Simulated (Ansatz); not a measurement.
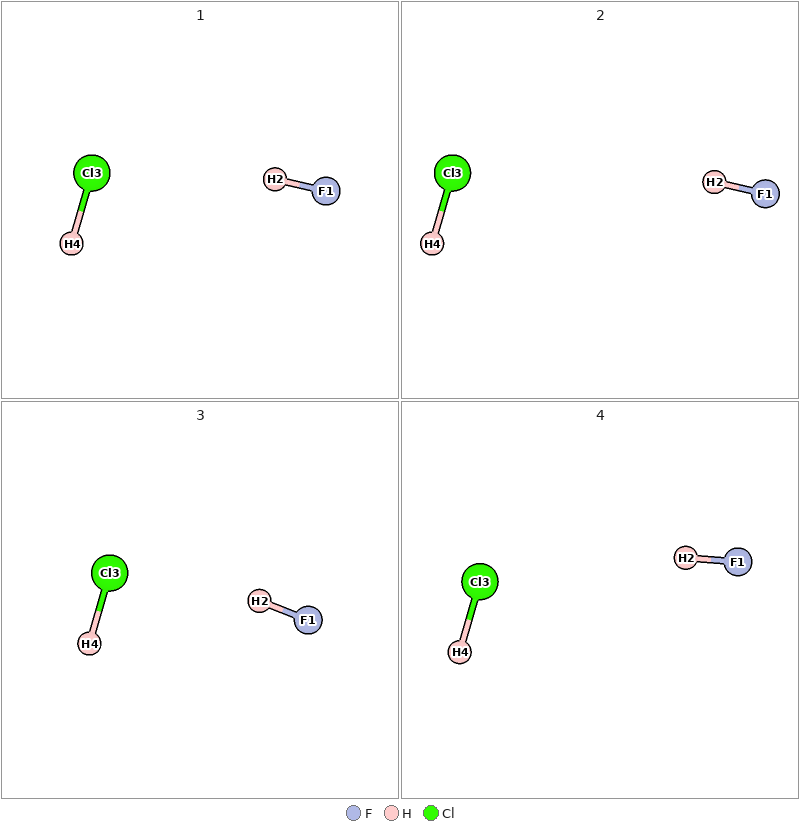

The pair FH···ClH. 
- The turn is about an axis along (−0.01, 1.00, 0.08) in the frame of the relaxed pair, normal to the line between the partners.
- Coordinates scanned: (1) distance Cl3···H2; (2) turn of F1, H2 about Cl3.
- The scan uses a 15 × 15 grid.
- Points are written as (first, second).
- All energies are given in kJ/mol relative to the two partners far apart, frozen as in the relaxed pair, each in its own basis (no counterpoise correction).
- Computed with RHF/def2-TZVPD (Ansatz).

The numbered pictures are structures from this grid.

> Which is the most stable, and how do the others follow?

3, at (2.627 Å, 0.0°): −7.2 kJ/mol; 1, at (3.162 Å, 8.6°): −5.1 kJ/mol; 4, at (3.577 Å, 17.1°): −3.3 kJ/mol; 2, at (4.521 Å, 8.6°): −1.7 kJ/mol.

The map, with the structures marked:

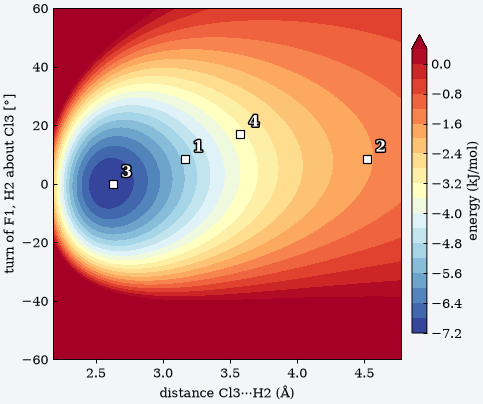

Drawn: filled contours, one colour for all values above the top of the scale. Between grid points the surface is interpolated.
